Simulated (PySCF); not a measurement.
# hydrogen (H₂): spin-spin couplings at several levels of theory

Aim: compute the spin-spin couplings of hydrogen (H₂) (`[H][H]`) at several levels, and see how far they spread and what each costs.

Programs: PySCF 2.14.0, with density-fitted response routines of our own. Each step states its level of theory. These are calculated values for one molecule in the gas phase, unless marked as measured. Atoms count from 0, in the outputs and in this text.

## Step 1: Starting geometry

2 atoms, charge 0, multiplicity 1; geometry from: GFN2-xTB. The atoms were then displaced at random by about 0.01 Å, so the start is not that level's minimum.

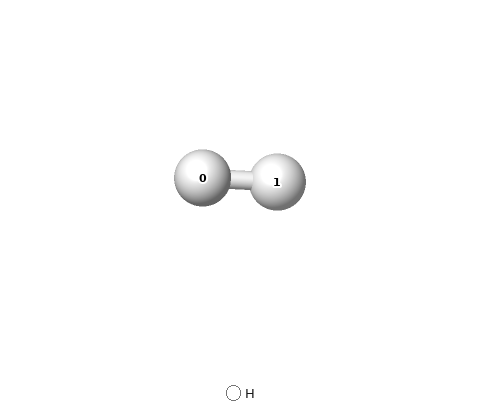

The starting geometry (hydrogen white), atoms numbered.

## Step 2: Optimising the geometry at PBE0-D3(BJ)/def2-SVP

What the job is given:

```
{"job": {"xc": "PBE0", "basis": "def2-SVP", "d3": "d3bj", "grid": 1, "shake": 0.01, "kind": "geom"}, "charge": 0, "multiplicity": 1}
H      0.410080    -0.028950     0.001950
H     -0.392590     0.000140    -0.014070
```

Run with:

```
OMP_NUM_THREADS=1 python probes_run.py task.json out
```

The driver reads the jobs from task.json and runs them one after another.

Log:

```text
step   0  E = -1.16279173  max force = 0.025703
step   1  E = -1.15682543  max force = 0.088035
step   2  E = -1.16341508  max force = 0.019220
step   3  E = -1.16386120  max force = 0.002377
step   4  E = -1.16386896  max force = 0.000188
optimisation converged
```

Run time: 1.1 s. Hardware: 1 thread of Arm Neoverse N1, shared host.

The steps of the relaxation: (the energy doesn't fall at every step)

| step | energy from step 0 (eV) | largest force component (eV/Å) |
| --- | --- | --- |
| 0 | 0.0000 | 1.3217 |
| 1 | 0.1624 | 4.5269 |
| 2 | -0.0170 | 0.9883 |
| 3 | -0.0291 | 0.1222 |
| 4 | -0.0293 | 0.0097 |

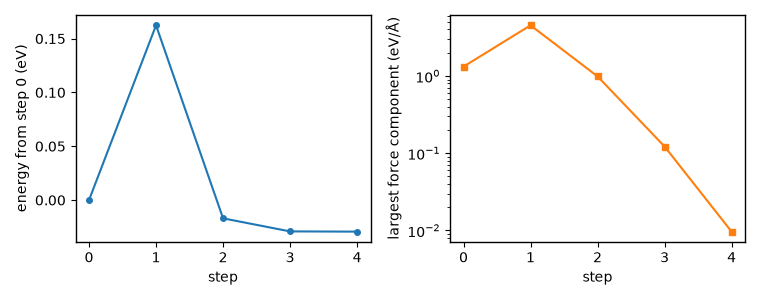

Energy and largest force along the relaxation.

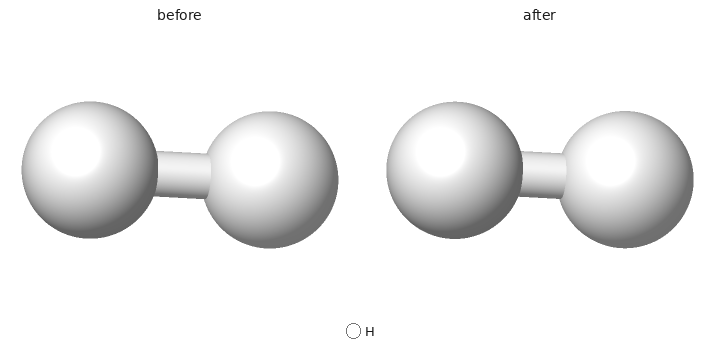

The geometry before (left) and after (right).

The bond:

| bond | before (Å) | after (Å) | change (Å) |
| --- | --- | --- | --- |
| H0–H1 | 0.803 | 0.761 | -0.042 |

The next job starts from the end point, and lists it.

| at the end point | value |
| --- | --- |
| point group (found at 0.08 Å tolerance) | Dinfh |
| rotational constants (GHz, main isotopes) | 1730.8, 1730.8 |
| dipole moment (D) | 0.00 |

## Step 3: Spin-spin couplings: HF/pcJ-1

What the job is given:

```
{"job": {"kind": "j", "xc": "HF", "basis": "pcJ-1"}, "charge": 0, "multiplicity": 1}
H      0.389025    -0.028147     0.001506
H     -0.371535    -0.000663    -0.013626
```

With the program's defaults for keys left out, this is: HF/pcJ-1 indirect spin-spin coupling, non-relativistic, gas phase.

Log:

```text
final grid: 10744 points
cycle   1  E = -1.1305099179  dE = -3.225e-01  |g| = 4.405e-02  |ddm| = 5.101e-01
cycle   2  E = -1.1313438303  dE = -8.339e-04  |g| = 6.412e-03  |ddm| = 3.391e-02
cycle   3  E = -1.1313681189  dE = -2.429e-05  |g| = 6.441e-04  |ddm| = 8.033e-03
cycle   4  E = -1.1313683142  dE = -1.952e-07  |g| = 1.325e-05  |ddm| = 8.894e-04
cycle   5  E = -1.1313683142  dE = -4.419e-11  |g| = 5.801e-07  |ddm| = 8.885e-06
converged SCF energy = -1.1313683142

Indirect spin-spin couplings (Hz)
  i      j    bonds     total        FC       PSO       DSO        SD
  0 H    1 H    1    366.620   360.837     4.260    -2.079     3.602
```

Wall time 0.09 s (1 thread of Arm Neoverse N1, shared host).

A choice of the couplings up to four bonds, sorted by the number of bonds, with means over like pairs; isotopes 1H:

| pair | bonds | J (Hz) | Fermi contact (Hz) |
| --- | --- | --- | --- |
| H0–H1 | 1 | 366.6 | 360.8 |

## Step 4: Indirect couplings: LDA/pcJ-1

What the job is given:

```
{"job": {"kind": "j", "xc": "LDA", "basis": "pcJ-1"}, "charge": 0, "multiplicity": 1}
H      0.389025    -0.028147     0.001506
H     -0.371535    -0.000663    -0.013626
```

With the program's defaults for keys left out, this is: LDA/pcJ-1 indirect spin-spin coupling, non-relativistic, gas phase.

Log:

```text
coarse grid: 1240 points
cycle   1  E = -1.1342135982  dE = -2.013e-01  |g| = 4.970e-02  |ddm| = 5.186e-01
cycle   2  E = -1.1350492595  dE = -8.357e-04  |g| = 1.673e-02  |ddm| = 5.480e-02
cycle   3  E = -1.1351613728  dE = -1.121e-04  |g| = 1.303e-04  |ddm| = 1.438e-02
cycle   4  E = -1.1351613807  dE = -7.814e-09  |g| = 1.288e-06  |ddm| = 1.309e-04
final grid: 10744 points
cycle   5  E = -1.1365049171  dE = -5.316e-06  |g| = 8.983e-04  |ddm| = 2.190e-03
cycle   6  E = -1.1365052026  dE = -2.855e-07  |g| = 3.092e-04  |ddm| = 1.044e-03
cycle   7  E = -1.1365052408  dE = -3.814e-08  |g| = 3.999e-07  |ddm| = 2.629e-04
cycle   8  E = -1.1365052408  dE = -2.132e-14  |g| = 3.334e-08  |ddm| = 3.073e-07
converged SCF energy = -1.1365052408

Indirect spin-spin couplings (Hz)
  i      j    bonds     total        FC       PSO       DSO        SD
  0 H    1 H    1    231.166   226.035     3.992    -1.751     2.890
```

Wall time 0.17 s (1 thread of Arm Neoverse N1, shared host).

This run: J(H0,H1) 231.2 Hz (means over like pairs).

## Step 5: Spin-spin couplings: PBE/pcJ-1

What the job is given:

```
{"job": {"kind": "j", "xc": "PBE", "basis": "pcJ-1"}, "charge": 0, "multiplicity": 1}
H      0.389025    -0.028147     0.001506
H     -0.371535    -0.000663    -0.013626
```

With the program's defaults for keys left out, this is: PBE/pcJ-1 indirect spin-spin coupling, non-relativistic, gas phase.

Log:

```text
coarse grid: 1240 points
cycle   1  E = -1.1628039413  dE = -2.023e-01  |g| = 5.369e-02  |ddm| = 5.251e-01
cycle   2  E = -1.1638394183  dE = -1.035e-03  |g| = 1.802e-02  |ddm| = 6.483e-02
cycle   3  E = -1.1639816050  dE = -1.422e-04  |g| = 2.540e-04  |ddm| = 1.708e-02
cycle   4  E = -1.1639816289  dE = -2.387e-08  |g| = 6.779e-07  |ddm| = 2.097e-04
final grid: 10744 points
cycle   5  E = -1.1653754757  dE = -6.008e-06  |g| = 8.607e-04  |ddm| = 1.871e-03
cycle   6  E = -1.1653756965  dE = -2.208e-07  |g| = 2.622e-04  |ddm| = 9.880e-04
cycle   7  E = -1.1653757263  dE = -2.979e-08  |g| = 1.469e-05  |ddm| = 2.565e-04
cycle   8  E = -1.1653757264  dE = -8.815e-11  |g| = 1.167e-08  |ddm| = 1.363e-05
converged SCF energy = -1.1653757264

Indirect spin-spin couplings (Hz)
  i      j    bonds     total        FC       PSO       DSO        SD
  0 H    1 H    1    297.282   291.735     4.148    -1.902     3.300
```

Run time: 0.23 s. Hardware: 1 thread of Arm Neoverse N1, shared host.

In short: J(H0,H1) 297.3 Hz (means over like pairs).

## Step 6: J couplings: KT2/pcJ-1

What the job is given:

```
{"job": {"kind": "j", "xc": "KT2", "basis": "pcJ-1"}, "charge": 0, "multiplicity": 1}
H      0.389025    -0.028147     0.001506
H     -0.371535    -0.000663    -0.013626
```

Level: KT2/pcJ-1 indirect spin-spin coupling, non-relativistic, gas phase.

Log:

```text
coarse grid: 1240 points
cycle   1  E = -1.1488577792  dE = -2.039e-01  |g| = 5.200e-02  |ddm| = 5.266e-01
cycle   2  E = -1.1499082383  dE = -1.050e-03  |g| = 1.565e-02  |ddm| = 6.220e-02
cycle   3  E = -1.1500128169  dE = -1.046e-04  |g| = 2.721e-04  |ddm| = 1.444e-02
cycle   4  E = -1.1500128325  dE = -1.566e-08  |g| = 2.772e-06  |ddm| = 1.736e-04
final grid: 10744 points
cycle   5  E = -1.1514778479  dE = -6.889e-06  |g| = 1.173e-03  |ddm| = 2.314e-03
cycle   6  E = -1.1514781225  dE = -2.746e-07  |g| = 2.562e-04  |ddm| = 1.025e-03
cycle   7  E = -1.1514781490  dE = -2.651e-08  |g| = 3.528e-05  |ddm| = 2.609e-04
cycle   8  E = -1.1514781495  dE = -5.332e-10  |g| = 5.577e-08  |ddm| = 3.235e-05
converged SCF energy = -1.1514781495

Indirect spin-spin couplings (Hz)
  i      j    bonds     total        FC       PSO       DSO        SD
  0 H    1 H    1    370.348   364.819     4.321    -2.132     3.340
```

Wall time 0.24 s (1 thread of Arm Neoverse N1, shared host).

This run: J(H0,H1) 370.3 Hz (means over like pairs).

## Step 7: Spin-spin couplings: PBE0/pcJ-1

What the job is given:

```
{"job": {"kind": "j", "xc": "PBE0", "basis": "pcJ-1"}, "charge": 0, "multiplicity": 1}
H      0.389025    -0.028147     0.001506
H     -0.371535    -0.000663    -0.013626
```

Level: PBE0/pcJ-1 indirect spin-spin coupling, non-relativistic, gas phase.

Log:

```text
coarse grid: 1240 points
cycle   1  E = -1.1662104850  dE = -2.337e-01  |g| = 2.371e-02  |ddm| = 5.201e-01
cycle   2  E = -1.1663934144  dE = -1.829e-04  |g| = 3.468e-03  |ddm| = 2.054e-02
cycle   3  E = -1.1663980988  dE = -4.684e-06  |g| = 9.083e-05  |ddm| = 2.902e-03
final grid: 10744 points
cycle   4  E = -1.1675018710  dE = -3.580e-06  |g| = 3.872e-04  |ddm| = 1.297e-03
cycle   5  E = -1.1675019134  dE = -4.237e-08  |g| = 5.449e-05  |ddm| = 3.738e-04
cycle   6  E = -1.1675019143  dE = -9.543e-10  |g| = 3.199e-06  |ddm| = 3.746e-05
converged SCF energy = -1.1675019143

Indirect spin-spin couplings (Hz)
  i      j    bonds     total        FC       PSO       DSO        SD
  0 H    1 H    1    299.765   294.183     4.180    -1.940     3.341
```

It took 0.18 s on 1 thread of Arm Neoverse N1, shared host.

Key values: J(H0,H1) 299.8 Hz (means over like pairs).

## Step 8: Spin-spin couplings: B97-2/pcJ-1

What the job is given:

```
{"job": {"kind": "j", "xc": "B97-2", "basis": "pcJ-1"}, "charge": 0, "multiplicity": 1}
H      0.389025    -0.028147     0.001506
H     -0.371535    -0.000663    -0.013626
```

With the program's defaults for keys left out, this is: B97-2/pcJ-1 indirect spin-spin coupling, non-relativistic, gas phase.

Log:

```text
coarse grid: 1240 points
cycle   1  E = -1.1738507335  dE = -2.294e-01  |g| = 2.901e-02  |ddm| = 5.232e-01
cycle   2  E = -1.1741225690  dE = -2.718e-04  |g| = 4.611e-03  |ddm| = 2.556e-02
cycle   3  E = -1.1741309427  dE = -8.374e-06  |g| = 1.359e-04  |ddm| = 3.910e-03
final grid: 10744 points
cycle   4  E = -1.1753548298  dE = -4.210e-06  |g| = 5.092e-04  |ddm| = 1.784e-03
cycle   5  E = -1.1753548967  dE = -6.688e-08  |g| = 7.286e-05  |ddm| = 4.393e-04
cycle   6  E = -1.1753548986  dE = -1.913e-09  |g| = 4.507e-06  |ddm| = 5.754e-05
cycle   7  E = -1.1753548986  dE = -7.684e-12  |g| = 8.267e-08  |ddm| = 4.226e-06
converged SCF energy = -1.1753548986

Indirect spin-spin couplings (Hz)
  i      j    bonds     total        FC       PSO       DSO        SD
  0 H    1 H    1    268.768   263.369     4.224    -1.977     3.152
```

Wall time 0.2 s (1 thread of Arm Neoverse N1, shared host).

Key values: J(H0,H1) 268.8 Hz (means over like pairs).

## Step 9: Indirect couplings: CAM-B3LYP/pcJ-1

What the job is given:

```
{"job": {"kind": "j", "xc": "CAM-B3LYP", "basis": "pcJ-1"}, "charge": 0, "multiplicity": 1}
H      0.389025    -0.028147     0.001506
H     -0.371535    -0.000663    -0.013626
```

With the program's defaults for keys left out, this is: CAM-B3LYP/pcJ-1 indirect spin-spin coupling, non-relativistic, gas phase.

Log:

```text
coarse grid: 1240 points
cycle   1  E = -1.1697063755  dE = -2.604e-01  |g| = 1.186e-02  |ddm| = 5.134e-01
cycle   2  E = -1.1697318751  dE = -2.550e-05  |g| = 8.058e-04  |ddm| = 4.988e-03
cycle   3  E = -1.1697320203  dE = -1.452e-07  |g| = 6.708e-05  |ddm| = 3.853e-04
final grid: 10744 points
cycle   4  E = -1.1706168318  dE = -3.013e-06  |g| = 2.971e-04  |ddm| = 1.090e-03
cycle   5  E = -1.1706168485  dE = -1.675e-08  |g| = 2.561e-05  |ddm| = 1.914e-04
cycle   6  E = -1.1706168486  dE = -1.325e-10  |g| = 1.563e-06  |ddm| = 9.389e-06
converged SCF energy = -1.1706168486

Indirect spin-spin couplings (Hz)
  i      j    bonds     total        FC       PSO       DSO        SD
  0 H    1 H    1    325.013   319.553     4.195    -2.004     3.270
```

It took 0.22 s on 1 thread of Arm Neoverse N1, shared host.

Key values: J(H0,H1) 325.0 Hz (means over like pairs).

## Step 10: Indirect couplings: BHandHLYP/pcJ-1

What the job is given:

```
{"job": {"kind": "j", "xc": "BHandHLYP", "basis": "pcJ-1"}, "charge": 0, "multiplicity": 1}
H      0.389025    -0.028147     0.001506
H     -0.371535    -0.000663    -0.013626
```

With the program's defaults for keys left out, this is: BHandHLYP/pcJ-1 indirect spin-spin coupling, non-relativistic, gas phase.

Log:

```text
coarse grid: 1240 points
cycle   1  E = -1.1680863080  dE = -2.634e-01  |g| = 1.046e-02  |ddm| = 5.147e-01
cycle   2  E = -1.1681046008  dE = -1.829e-05  |g| = 8.901e-04  |ddm| = 5.064e-03
cycle   3  E = -1.1681047096  dE = -1.088e-07  |g| = 2.419e-05  |ddm| = 3.144e-04
final grid: 10744 points
cycle   4  E = -1.1687740542  dE = -1.770e-06  |g| = 1.947e-04  |ddm| = 8.095e-04
cycle   5  E = -1.1687740626  dE = -8.406e-09  |g| = 1.712e-05  |ddm| = 1.442e-04
cycle   6  E = -1.1687740627  dE = -6.233e-11  |g| = 7.484e-07  |ddm| = 8.331e-06
converged SCF energy = -1.1687740627

Indirect spin-spin couplings (Hz)
  i      j    bonds     total        FC       PSO       DSO        SD
  0 H    1 H    1    344.523   338.939     4.262    -2.075     3.397
```

Wall time 0.18 s (1 thread of Arm Neoverse N1, shared host).

This run: J(H0,H1) 344.5 Hz (means over like pairs).

## Step 11: Spin-spin couplings: B3LYP/pcJ-0

What the job is given:

```
{"job": {"kind": "j", "xc": "B3LYP", "basis": "pcJ-0"}, "charge": 0, "multiplicity": 1}
H      0.389025    -0.028147     0.001506
H     -0.371535    -0.000663    -0.013626
```

With the program's defaults for keys left out, this is: B3LYP/pcJ-0 indirect spin-spin coupling, non-relativistic, gas phase.

Log:

```text
coarse grid: 1240 points
cycle   1  E = -1.1723041414  dE = -2.250e-01  |g| = 2.247e-02  |ddm| = 5.882e-01
cycle   2  E = -1.1724822452  dE = -1.781e-04  |g| = 3.558e-03  |ddm| = 2.402e-02
cycle   3  E = -1.1724881826  dE = -5.937e-06  |g| = 1.134e-04  |ddm| = 3.921e-03
final grid: 10744 points
cycle   4  E = -1.1732286700  dE = -1.526e-06  |g| = 3.151e-04  |ddm| = 2.087e-03
cycle   5  E = -1.1732286928  dE = -2.282e-08  |g| = 3.746e-05  |ddm| = 2.451e-04
cycle   6  E = -1.1732286935  dE = -6.906e-10  |g| = 3.581e-06  |ddm| = 4.529e-05
converged SCF energy = -1.1732286935

Indirect spin-spin couplings (Hz)
  i      j    bonds     total        FC       PSO       DSO        SD
  0 H    1 H    1    321.847   321.704    -0.000    -0.696     0.839
```

It took 0.16 s on 1 thread of Arm Neoverse N1, shared host.

In short: J(H0,H1) 321.8 Hz (means over like pairs).

## Step 12: Indirect couplings: B3LYP/pcJ-2

What the job is given:

```
{"job": {"kind": "j", "xc": "B3LYP", "basis": "pcJ-2"}, "charge": 0, "multiplicity": 1}
H      0.389025    -0.028147     0.001506
H     -0.371535    -0.000663    -0.013626
```

With the program's defaults for keys left out, this is: B3LYP/pcJ-2 indirect spin-spin coupling, non-relativistic, gas phase.

Log:

```text
coarse grid: 1240 points
cycle   1  E = -1.1786812452  dE = -2.263e-01  |g| = 3.247e-02  |ddm| = 4.247e-01
cycle   2  E = -1.1790513341  dE = -3.701e-04  |g| = 7.003e-03  |ddm| = 2.295e-02
cycle   3  E = -1.1790697105  dE = -1.838e-05  |g| = 1.607e-04  |ddm| = 3.905e-03
cycle   4  E = -1.1790697171  dE = -6.620e-09  |g| = 1.195e-06  |ddm| = 9.210e-05
final grid: 10744 points
cycle   5  E = -1.1803382066  dE = -6.820e-06  |g| = 6.593e-04  |ddm| = 1.767e-03
cycle   6  E = -1.1803383345  dE = -1.278e-07  |g| = 1.291e-04  |ddm| = 4.027e-04
cycle   7  E = -1.1803383404  dE = -5.995e-09  |g| = 7.783e-06  |ddm| = 7.450e-05
cycle   8  E = -1.1803383405  dE = -2.096e-11  |g| = 5.227e-08  |ddm| = 4.105e-06
converged SCF energy = -1.1803383405

Indirect spin-spin couplings (Hz)
  i      j    bonds     total        FC       PSO       DSO        SD
  0 H    1 H    1    336.426   330.785     5.022    -2.134     2.753
```

Run time: 0.35 s. Hardware: 1 thread of Arm Neoverse N1, shared host.

In short: J(H0,H1) 336.4 Hz (means over like pairs).

## Step 13: Run by run: spin-spin couplings

Couplings (Hz), each a mean over the pairs like the one named, with basis size and wall time:

| run | H0–H1 | functions | time |
| --- | --- | --- | --- |
| HF/pcJ-1 | 366.6 | 20 | 0.09 s |
| LDA/pcJ-1 | 231.2 | 20 | 0.17 s |
| PBE/pcJ-1 | 297.3 | 20 | 0.23 s |
| KT2/pcJ-1 | 370.3 | 20 | 0.24 s |
| PBE0/pcJ-1 | 299.8 | 20 | 0.18 s |
| B97-2/pcJ-1 | 268.8 | 20 | 0.2 s |
| CAM-B3LYP/pcJ-1 | 325.0 | 20 | 0.22 s |
| BHandHLYP/pcJ-1 | 344.5 | 20 | 0.18 s |
| B3LYP/pcJ-0 | 321.8 | 6 | 0.16 s |
| B3LYP/pcJ-2 | 336.4 | 48 | 0.35 s |

## Step 14: Outcome

| quantity | value |
| --- | --- |
| point group | Dinfh |
| rotational constants (main isotopes) | 1730.84, 1730.84 GHz |
| largest coupling of the table (HF/pcJ-1) | 1J(H,H) H0–H1, 366.6 Hz |
| range of J(H0,H1), mean over like pairs | 231.2 to 370.3 Hz |

What this shows: Single values in the summary come from the first run of each kind that ended normally (HF/pcJ-1), which need not be the best level. The optimisation took 4 steps and gained 0.029 eV; among the close pairs (by a distance rule), H0–H1 changed most, from 0.803 to 0.761 Å. In the run at HF/pcJ-1, the largest coupling of the table is H0–H1, 366.6 Hz, of which the Fermi-contact term gives 360.8 Hz. The coupling H0–H1, as a mean over pairs of its kind, runs from 231.2 Hz (LDA/pcJ-1) to 370.3 Hz (KT2/pcJ-1).
